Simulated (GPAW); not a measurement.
Consider diamond-type (Si)1-x(Ge)x, x = 0.75.

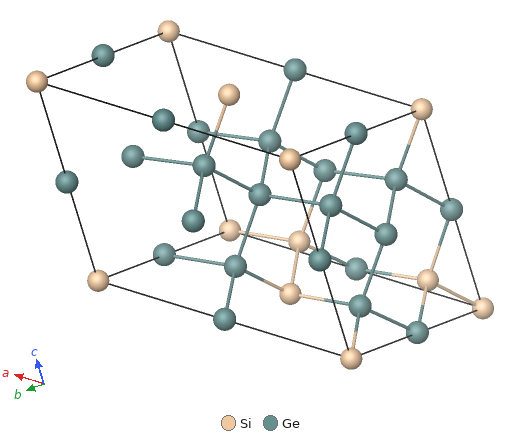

The structure (silicon light orange, germanium teal). Bonds to atoms that aren't drawn are left out. Some periodic images of atoms are drawn too.

```xyz
16
Lattice="0.0000 5.6013 5.6013 5.6013 0.0000 5.6013 5.6013 5.6013 0.0000" Properties=species:S:1:pos:R:3 pbc="T T T"
Si    0.0305    5.5899    5.6024
Si    1.3726    1.3807    1.3733
Ge    2.7841    2.7831    0.0229
Ge    4.2154    4.2185    1.3956
Ge    2.7760    0.0160    2.7683
Ge    4.1887    1.3853    4.2399
Ge    5.5902    2.7910    2.8119
Ge    7.0063    4.1957    4.1946
Ge    0.0370    2.8014    2.7990
Si    1.4030    4.1952    4.2421
Ge    2.7750    5.5870    2.8236
Ge    4.1996    7.0058    4.1984
Si    2.7835    2.8153    5.5876
Ge    4.1880    4.1842    6.9785
Ge    5.6043    5.6009    5.5918
Ge    7.0116    7.0221    6.9850
```

Absorber: atom 2, with 1 Si at 2.37 Å, 2 Ge at 2.40 Å and 1 Ge at 2.42 Å (tetrahedral). Method: GPAW, PBE, excited-electron core hole (neutral cell), 16-atom cell with 7.9 Å between holes, 4×4×4 k points, dipole transitions, Gaussian full width 0.9 eV up to 4 eV, rising linearly to 3.5 eV at 25 eV.

What does the Si K edge look like?

Main maxima up to 24 eV above the zero (height): 0.9 eV (1.54), 3.2 eV (2.05), 6.3 eV (1.32), 8.9 eV (1.12) and 17.8 eV (0.79). A K edge sees empty p states on the absorber. The total-energy difference is 1851.75 eV. One term is added: -14.97 eV, since the hole is spin-paired here and a spin-polarised one costs that much less in the free atom (computed apart). The photon energy is then 1836.78 eV. The tabulated edge of the element is 1839 eV. The functional leaves an error of a few eV in such absolute values.

The Si K spectrum (energy from the lowest empty level; intensity scaled to a mean of 1 over the first 20 eV):

| E (eV) | isotropic | ε ∥ x | ε ∥ y |
| --- | --- | --- | --- |
| -2.0 | 0.00 | 0.00 | 0.00 |
| -0.5 | 0.07 | 0.09 | 0.07 |
| 1.0 | 1.52 | 1.54 | 1.50 |
| 2.5 | 1.35 | 1.30 | 1.38 |
| 4.0 | 1.48 | 1.53 | 1.46 |
| 5.5 | 0.98 | 0.97 | 0.99 |
| 7.0 | 0.93 | 0.96 | 0.91 |
| 8.5 | 1.09 | 1.07 | 1.09 |
| 10.0 | 1.03 | 1.03 | 1.03 |
| 11.5 | 0.98 | 0.95 | 0.99 |
| 13.0 | 0.84 | 0.82 | 0.84 |
| 14.5 | 0.56 | 0.55 | 0.56 |
| 16.0 | 0.66 | 0.63 | 0.67 |
| 17.5 | 0.79 | 0.81 | 0.78 |
| 19.0 | 0.78 | 0.80 | 0.77 |
| 20.5 | 0.78 | 0.79 | 0.77 |
| 22.0 | 0.73 | 0.73 | 0.72 |
| 23.5 | 0.79 | 0.79 | 0.79 |
| 25.0 | 0.89 | 0.88 | 0.89 |

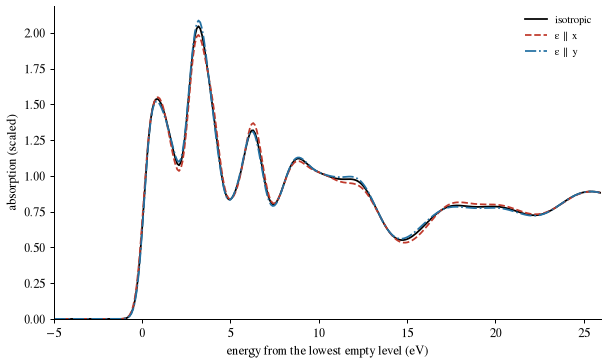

The Si K edge.

The cell shows no gap over 0.35 eV; the host's own band filling, the defect's levels or the functional may be the cause. The mesh is coarse (0.24 Å⁻¹ between points), so small maxima may be mesh ripples. Lifetime broadening is put in by hand, and intensities beyond about 20 eV depend on it and on the partial waves; weight that the partial waves miss at high energy is lost.

[Banner, clock and machine lines of the logs are left out without a mark of their own.]

[Logs are printed without paths, hosts, clocks, repeated set-up lines and the standing remarks that a program may print on its own settings, such as how far it seeks lower states.]

[Hosts, paths, dates, database ids (printed as entryN), source tags and the programs' standing remarks are cut or masked in the printed files.]

[Lists of maxima count a maximum above −3 eV only where it reaches 4 % of the highest in the window and stands out from its surroundings by 2 % of it (1.5 % where it reaches 55 %); shoulders and weaker maxima are passed over, and of the rest the first, up to two pre-edge ones and the few strongest are named.]
